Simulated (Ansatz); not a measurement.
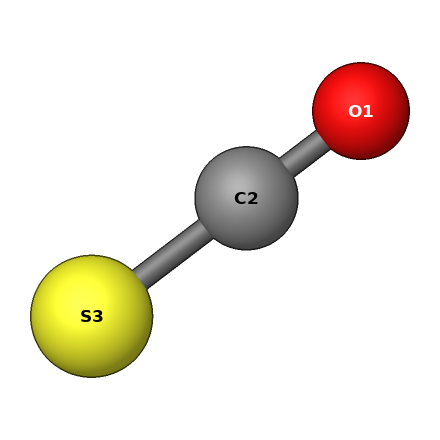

The questions are on Mulliken charges. The geometry was computed by an optimisation with PBE0-D4/def2-TZVP. No frequency run is at hand to confirm it as a minimum. Properties computed with RKS PBE0-D4/def2-TZVP (Ansatz 0.2.0).

List the Mulliken charges.

```json
{"atom": "O1", "value (e)": "−0.13"}
{"atom": "C2", "value (e)": "0.25"}
{"atom": "S3", "value (e)": "−0.12"}
```

Mulliken values depend strongly on the basis set and can even reverse the polarity of a bond.
